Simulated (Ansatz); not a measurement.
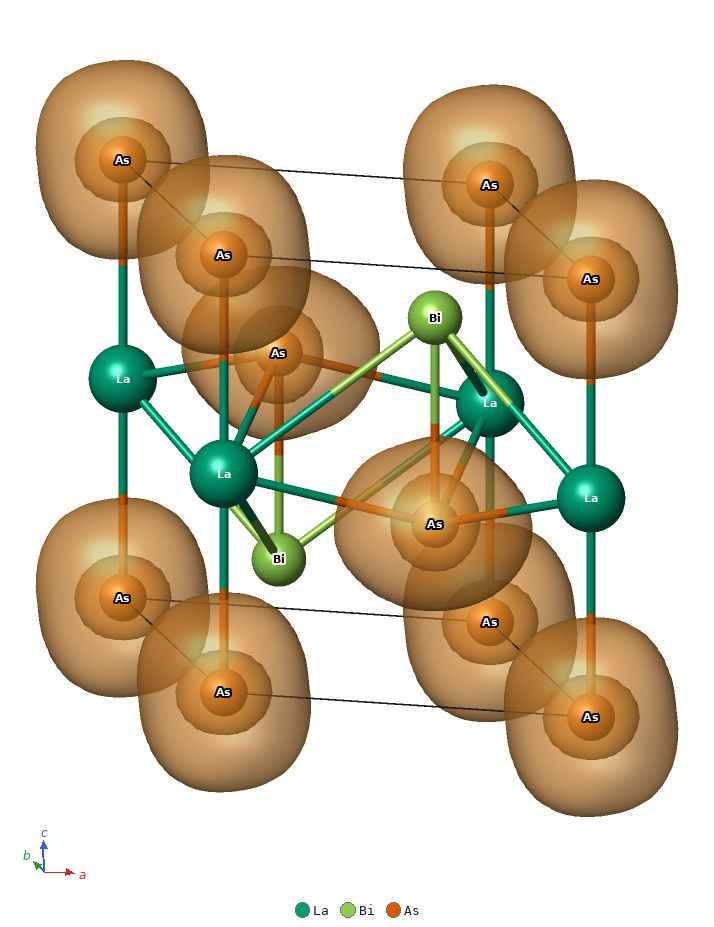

Figure. LaBi2As3. Isosurface of the ELF at 0.55 (orange), seen slightly off an axis. Only the valence region is drawn (cores and ρ < 0.01 e/Å³ removed). Sticks mark near contacts.

Space group P-3m1; a structure from a database of computed crystals, not necessarily the ambient phase; started from the MnCd2Te3-156 prototype, which need not be the ambient phase; changed on purpose from its base cell (shaken).

Level of theory: DFT, PBEsol, plane waves, PAW (Ansatz).

In a PAW calculation such maps are meaningful between the atoms, not at the nuclei.

> Describe the localisation domains.

At this value the surface marks out three regions wrapped around As (the valence shell of each), counted in one cell of 6 atoms. Regions shared between cells count once.

Values along the shortest contacts:
Bi–As (2.94 Å): the ELF is about 0.40 at the midpoint. La–As (3.11 Å): the ELF is about 0.25 at the midpoint.
